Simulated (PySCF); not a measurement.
# SiH₄: structure of the singlet

Aim: relax SiH₄ as a singlet from a PBE0 minimum start, check by its vibrations whether the end is a minimum, and collect its spectrum and constants.

Program: PySCF 2.14.0. Level of theory: PBE0, basis Si def2-TZVP, H def2-TZVP, no relativity, density fitting. These are calculated values, not measurements.

**1. The system as given**

5 atoms, charge 0, spin multiplicity 1.

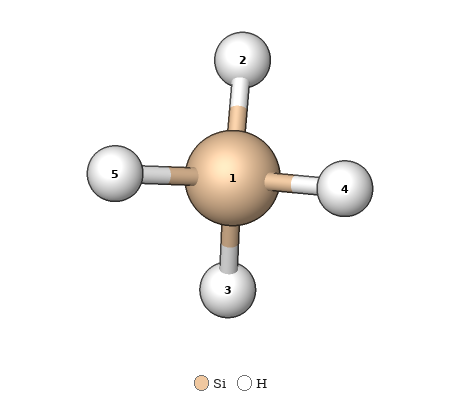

Start geometry, drawn with silicon light orange, hydrogen white; atoms are numbered from 1 in the order of the file.

```xyz
5
charge 0 multiplicity 1
Si    0.0000    0.0000    0.0000
H     1.2123    0.0000    0.8572
H    -1.2123    0.0000    0.8572
H     0.0000    1.2123   -0.8572
H     0.0000   -1.2123   -0.8572
```

**2. Finding the electronic state**

The steps below are one call of a driver around PySCF. For each, scf.py gives the equivalent set-up of the SCF; relaxations use the driver's own optimiser. After this first run the driver tries any further starts and a stability analysis.

scf.py reads:

```python
from pyscf import gto, scf, dft
mol = gto.M(atom='''
Si    -0.000000    -0.000000     0.000000
H      1.212286    -0.000044     0.857216
H     -1.212286    -0.000000     0.857216
H      0.000022     1.212308    -0.857185
H     -0.000022    -1.212264    -0.857246''',
    basis={'Si': 'def2-TZVP', 'H': 'def2-TZVP'},
    charge=0, spin=0)
mf = dft.RKS(mol, xc='PBE0')
mf.grids.atom_grid = (50, 194)
aux = {'Si': 'def2-universal-JKFIT', 'H': 'def2-universal-JKFIT'}
mf = mf.density_fit(auxbasis=aux)
mf.conv_tol = 1e-08
mf.diis_space = 10
mf.max_cycle = 60
mf.init_guess = 'minao'
mf.verbose = 4
mf.kernel()
```

The run is started by

```bash
$ OMP_NUM_THREADS=2 python axn.py task.json out
```

The program printed:

```text
init E= -291.467752875813
  HOMO = -0.375389446796835  LUMO = 0.00747020946279072  gap/eV = 10.41814
cycle= 1 E= -291.754517348234  delta_E= -0.287  |g|= 0.0934  |ddm|= 1.36
  HOMO = -0.358813486127866  LUMO = 0.041146952095752  gap/eV = 10.88348
cycle= 2 E= -291.755998328592  delta_E= -0.00148  |g|= 0.0319  |ddm|= 0.0806
  HOMO = -0.361389179464309  LUMO = 0.0398879296700576  gap/eV = 10.91931
cycle= 3 E= -291.756068156497  delta_E= -6.98e-05  |g|= 0.00545  |ddm|= 0.0136
  HOMO = -0.362665046919034  LUMO = 0.039173587608338  gap/eV = 10.93459
cycle= 4 E= -291.75607207202  delta_E= -3.92e-06  |g|= 0.00101  |ddm|= 0.00468
  HOMO = -0.362278050109073  LUMO = 0.0394473614068529  gap/eV = 10.93151
cycle= 5 E= -291.75607244329  delta_E= -3.71e-07  |g|= 0.000171  |ddm|= 0.00146
  HOMO = -0.362277513909088  LUMO = 0.0394470872561171  gap/eV = 10.93148
cycle= 6 E= -291.756072451496  delta_E= -8.21e-09  |g|= 5.51e-06  |ddm|= 0.000207
  HOMO = -0.36227937574758  LUMO = 0.0394460689011112  gap/eV = 10.93151
Extra cycle  E= -291.756072451513  delta_E= -1.72e-11  |g|= 1.21e-06  |ddm|= 1.57e-05
converged SCF energy = -291.756072451513
```

This step, with its further starts and checks, took 2 s on 2 threads of Arm Neoverse N1, shared host.

The test of internal stability found no lower closed-shell solution.

**3. Relaxation: PBE0 minimum start, singlet**

The program finds Td symmetry in the start, which this walk keeps. Threshold on the gradient: 0.0003 Eh/bohr, with a further test on the energy change.

scf.py: that of step 2 with these lines changed.

```diff
@@ -3 +3 @@
-Si    -0.000000    -0.000000     0.000000
+Si    -0.000000    -0.000000    -0.000000
@@ -5 +5 @@
-H     -1.212286    -0.000000     0.857216
+H     -1.212286     0.000000     0.857216
@@ -17 +16,0 @@
-mf.init_guess = 'minao'
```

Steps of the walk:

```csv
step,energy (Eh),change (kJ/mol),largest symmetric gradient (Eh/bohr)
0,-291.756072,0.00,0.00000
```

The walk took 0.8 s.

Geometry (Å) and forces (eV/Å) at some steps:

```
step 0
Si   0.000   0.000   0.000   0.000   0.000   0.000
H    1.212   0.000   0.857   0.001   0.000  -0.001
H   -1.212   0.000   0.857  -0.001   0.000  -0.001
H    0.000   1.212  -0.857   0.000   0.001   0.001
H    0.000  -1.212  -0.857   0.000  -0.001   0.001
```

It settles in Td symmetry, 0.0 kJ/mol below the start, after 0 steps: Si–H 1.485 Å (×4); H–Si–H 109.5° (×6).

**4. Hessian and properties**

On the finer grid the gradient is checked again; gradients at displacements of ±0.02 bohr then give force constants and infrared intensities.

scf.py: that of step 3 with these lines changed.

```diff
@@ -3 +3 @@
-Si    -0.000000    -0.000000    -0.000000
+Si    -0.000000     0.000000    -0.000000
@@ -11 +11 @@
-mf.grids.atom_grid = (50, 194)
+mf.grids.atom_grid = (75, 302)
@@ -14 +14 @@
-mf.conv_tol = 1e-08
+mf.conv_tol = 1e-10
```

The driver hands on the density of the step before, so the log starts near convergence.

SCF at the final geometry:

```text
init E= -291.756053054024
  HOMO = -0.362277593045208  LUMO = 0.0394483326917232  gap/eV = 10.93152
cycle= 1 E= -291.756053054024  delta_E= 5.12e-13  |g|= 1.15e-06  |ddm|= 2.56e-06
  HOMO = -0.362277858296548  LUMO = 0.0394481430943229  gap/eV = 10.93152
Extra cycle  E= -291.756053054024  delta_E= -4.55e-13  |g|= 8.12e-07  |ddm|= 1.7e-06
converged SCF energy = -291.756053054024
```

The whole step took 8.8 s.

Geometry: Td; Si–H 1.485 Å (×4); H–Si–H 109.5° (×6).

Harmonic modes (main isotopes):

```json
{"symmetry": "t2", "ω (cm⁻¹)": "907", "IR (km/mol)": "380"}
{"symmetry": "e", "ω (cm⁻¹)": "969", "IR (km/mol)": "0.0"}
{"symmetry": "a1", "ω (cm⁻¹)": "2235", "IR (km/mol)": "0.0"}
{"symmetry": "t2", "ω (cm⁻¹)": "2245", "IR (km/mol)": "310"}
```

Every mode is real; the point is a minimum.

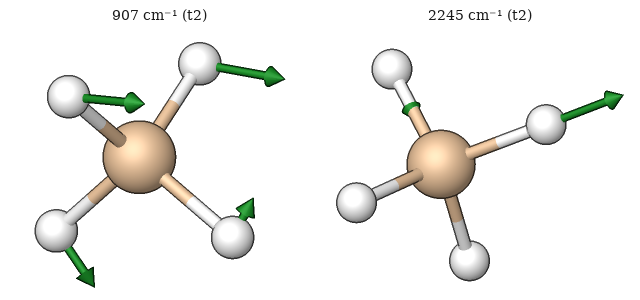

How the atoms move in 2 of the modes.

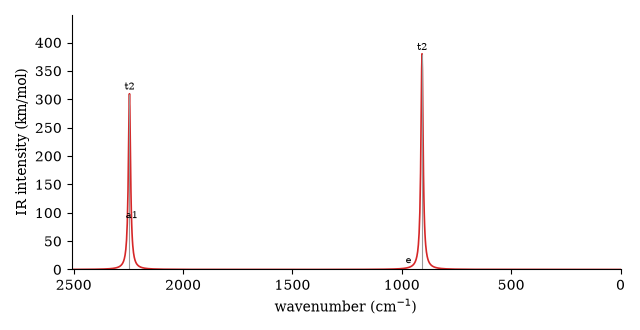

The harmonic infrared spectrum (widths in cm⁻¹). Lines are broadened to a width of 12 cm⁻¹ (Lorentzian).

Properties at this point:

```yaml
Dipole_moment: 0.00 D
Highest_occupied_level: -9.86 eV
Lowest_empty_level: 1.07 eV
Rotational_constants: 2.845, 2.845, 2.845 cm⁻¹
Zero-point_energy: 81.5 kJ/mol
Principal_polarisabilities: 29.4, 29.4, 29.4 bohr³
Atomisation_energy_without_zero-point_energy: 1319 kJ/mol
Principal_traceless_quadrupole_moments_about_the_centre_of_mass: 0.00, 0.00, 0.00 D Å
Entropy_at_298.15_K_and_1_bar: 204.7 J/(mol K)
Heat_capacity_Cp_at_298.15_K: 42.9 J/(mol K)
Enthalpy_at_298.15_K_above_0_K: 10.55 kJ/mol
Rotational_symmetry_number: 12
```

Charges (e) and bond orders:

```
    atom  Mulliken  Löwdin  polar tensor  Mayer order to Si1
     Si1      0.07    0.17          0.91                   –
H2,3,4,5     -0.02   -0.04         -0.23                0.96
```

Outer orbital energies (eV). occupied: -144.85, -99.50, -99.50, -99.50, -15.29, -9.86, -9.86, -9.86; empty: 1.07, 1.07, 1.07, 1.69.

Mulliken populations on Si1: s 5.33, p 8.40, d 0.19, f 0.01.

**5. Results**

```
                                 quantity                                    value
                                  minimum                              singlet, Td
                                 geometry    Si–H 1.485 Å (×4); H–Si–H 109.5° (×6)
                       wavenumbers (cm⁻¹)  907 (t2), 969 (e), 2235 (a1), 2245 (t2)
                            dipole moment                                   0.00 D
     highest occupied, lowest empty level                           -9.86, 1.07 eV
               polar-tensor charge of Si1                                  +0.91 e
                        zero-point energy                              81.5 kJ/mol
                      entropy at 298.15 K                          204.7 J/(mol K)
atomisation energy (no zero-point energy)                              1319 kJ/mol
```

**Reading.** The molecule stays Td, as typed, and the end point is a minimum. The strongest infrared band lies at 907 cm⁻¹ (t2, bend). Si1 has a polar-tensor charge of +0.9 e (a dipole derivative, not a static charge), yet symmetry cancels the bond dipoles. Other starts or spin states, not run here, may lie lower.

The search up to here took 12 s.
